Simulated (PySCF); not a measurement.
# InHCl (SMILES [Cl][InH]): USVWN5/STO-6G

Aim: the vertical doublet–quartet gap of InHCl at USVWN5/STO-6G, from 2 runs. 

The results are computed with PySCF 2.14.0.

9 further runs of the same task are left out: 9 set aside as unsound or not needed.

### 1 The structure to begin with

InHCl has 3 atoms, charge 0, and is taken as a doublet. SMILES: `[Cl][InH]`. Geometry: relaxed at PBE0-D4/def2-TZVP.

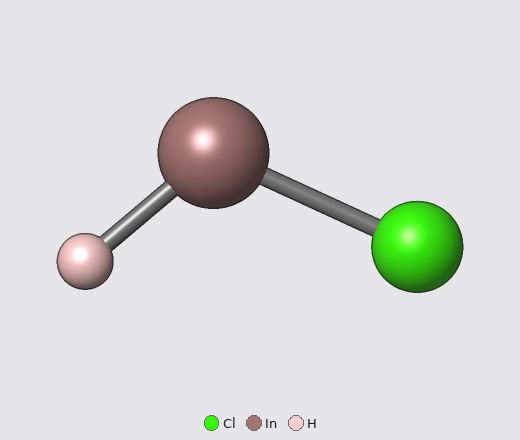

Viewed from a chosen angle; chlorine green, indium brown, hydrogen pink.

### 2 The energy at USVWN5/STO-6G

Contents of run.py:

```python
# [Cl][InH]
from pyscf import gto, dft

mol = gto.M(
    atom='Cl -1.649800 0.396800 -0.867400; In 0.409500 0.542400 0.286100; H 1.229400 -1.003900 0.568100',
    verbose=4,
    basis='sto-6g',
    spin=1,
    charge=0,
    max_memory=1860,
)

ks = dft.UKS(mol, xc='svwn')
ks.conv_tol = 1e-10
ks.grids.level = 5
ks.kernel()
if not ks.converged:
    ks = ks.newton().run(ks.mo_coeff, ks.mo_occ)

etot = ks.e_tot
print('E = %.10f Eh' % etot)
```

On the command line:

```sh
OMP_NUM_THREADS=1 python run.py
```

Standard output:

```text
PySCF version 2.14.0

[INPUT] num. atoms = 3
[INPUT] num. electrons = 67
[INPUT] charge = 0
[INPUT] spin (= nelec alpha-beta = 2S) = 1
[INPUT] symmetry False subgroup None
[INPUT] Mole.unit = angstrom
[INPUT] Symbol           X                Y                Z      unit          X                Y                Z       unit  Magmom
[INPUT]  1 Cl    -1.649800000000   0.396800000000  -0.867400000000 AA   -3.117670160307   0.749843326227  -1.639148440448 Bohr   0.0
[INPUT]  2 In     0.409500000000   0.542400000000   0.286100000000 AA    0.773842848009   1.024987449964   0.540650644238 Bohr   0.0
[INPUT]  3 H      1.229400000000  -1.003900000000   0.568100000000 AA    2.323229297540  -1.897096056451   1.073553411365 Bohr   0.0

nuclear repulsion = 203.589380878798
number of shells = 17
number of NR pGTOs = 222
number of NR cGTOs = 37
basis = sto-6g
ecp = {}

[... 73 lines left out ...]
converged SCF energy = -6166.71894482929  <S^2> = 0.75154724  2S+1 = 2.0015466
E = -6166.7189448293 Eh
```

Run time: 5.4 s. Hardware: 1 thread of Arm Neoverse V1, shared host; peak memory 0.17 GiB.

### 3 The quartet at the same level

Contents of input.py:

```python
from pyscf import gto, dft

mol = gto.M(
    atom='''
Cl    -1.649800     0.396800    -0.867400
In     0.409500     0.542400     0.286100
H      1.229400    -1.003900     0.568100
''',
    spin=3,
    charge=0,
    basis='sto-6g',
    verbose=3,
    max_memory=1860,
)

mf = dft.UKS(mol, xc='svwn')
mf.grids.level = 5
mf.conv_tol = 1e-10
mf.kernel()
if not mf.converged:
    mf = mf.newton().run(mf.mo_coeff, mf.mo_occ)

e_tot = mf.e_tot
print('E(%s) = %.9f' % ('SVWN5', e_tot))
```

On the command line:

```sh
OMP_NUM_THREADS=1 python input.py
```

Standard output:

```text
WARN: HOMO -0.39157971311512 >= LUMO -0.584067368318381

WARN: HOMO 0.0908857169169774 >= LUMO 0.0866111035492602

WARN: HOMO 0.0129832978652928 >= LUMO -0.159525926715767

WARN: HOMO -0.0154805417804775 >= LUMO -0.190111341137332

WARN: HOMO -0.01449539521684 >= LUMO -0.18811494560586

WARN: HOMO -0.0147775324440322 >= LUMO -0.188480978111459

WARN: HOMO -0.0148370831404802 >= LUMO -0.190504020204642

WARN: HOMO -0.014729892147112 >= LUMO -0.189757231036731

WARN: HOMO -0.0146344438651805 >= LUMO -0.189708268179085

WARN: HOMO -0.0146263256101791 >= LUMO -0.189685455865147

WARN: HOMO -0.0146262461803352 >= LUMO -0.18968548630805

WARN: HOMO -0.0146269729616888 >= LUMO -0.1896860536491

WARN: HOMO -0.0146256978589107 >= LUMO -0.189685067560235

converged SCF energy = -6166.56601396891  <S^2> = 3.7508207  2S+1 = 4.0004103
E(SVWN5) = -6166.566013969
```

It took 6 s on 1 thread of Arm Neoverse V1, shared host; peak memory 0.17 GiB.

### 4 Outcome

At USVWN5/STO-6G:

```
                                        quantity           value
                           doublet: total energy  -6166.71894 Eh
                          doublet: dipole moment          2.79 D
     doublet: HOMO energy (highest over α and β)        -1.96 eV
      doublet: LUMO energy (lowest over α and β)        -0.81 eV
                                   doublet: ⟨S²⟩           0.752
                           quartet: total energy  -6166.56601 Eh
                          quartet: dipole moment          1.90 D
     quartet: HOMO energy (highest over α and β)        -0.40 eV
                                   quartet: ⟨S²⟩           3.751
vertical energy of the quartet above the doublet        4.161 eV
```

At this shape the quartet lies 4.16 eV (402 kJ/mol) above the doublet. In a minimal basis such a difference can be off by several eV, whatever the method. Mulliken charges (doublet) run from -0.36 on Cl1 to +0.45 on In2. Relativity is left out (doublet) although the molecule holds a heavy atom. Relativity is left out (quartet) although the molecule holds a heavy atom.
